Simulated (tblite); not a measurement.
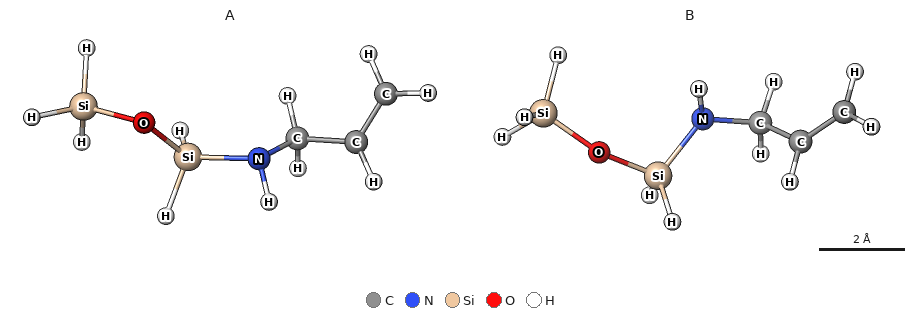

Two geometries of C₃H₁₁NOSi₂, drawn at one scale. One is the start of a relaxation, the other its converged end. A ball-and-stick model, seen face on.

Method: tblite, GFN2-xTB geometry optimisation, gas phase. 

Question: Which one is relaxed?

Answer: Structure B is the relaxed one. After 241 geometry steps the energy has fallen by 144.7 kJ/mol. The largest move after the best rigid fit is that of an H atom, 2.79 Å. Largest moves by element: H 2.79 Å, N 1.41 Å, O 1.07 Å, C 0.58 Å, Si 0.58 Å. Near-neighbour distances that change, for instance: Si–Si 2.755 → 3.160 Å, O–Si 1.732 → 1.614 Å, N–Si 1.784 → 1.716 Å, H–N 1.053 → 1.010 Å. Among the angles between lasting bonds that change: Si–O–Si 105.2° → 155.4°, C–N–Si 109.6° → 123.2°, Si–N–H 105.5° → 117.2°. Groups turn about O–Si by about 95°, O–Si by about 60°. The run took 3.2 s on 1 thread of Arm Neoverse N1, on a shared host.
